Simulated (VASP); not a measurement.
Band structure of TaTe (relaxed from the CsCl type structure, space group Pm-3m). All values below come from PBEsol GGA, VASP's PBE PAW potentials (set 64) (plane waves; VASP).

Unless said otherwise, spin-orbit coupling is left out, though it shifts the bands of the heavy elements here.

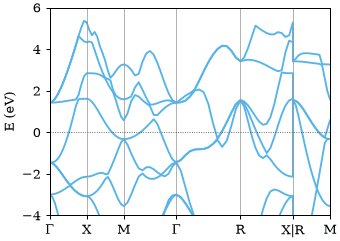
*Bands along high-symmetry lines, zero at the valence-band maximum or, without a gap, the Fermi level*

### Question
Read the plot: is there a gap, and where are the band edges?

### Answer
It has no gap at this level: it comes out as a metal or semimetal. (Edges off the drawn lines would not show.)

The structure was generated: TaTe was put into the CsCl type type (Pm-3m), which need not be its known phase. It was relaxed first, which changed the volume by -40 %. The electron count is odd and the run is not spin-polarised, which forces a metal.
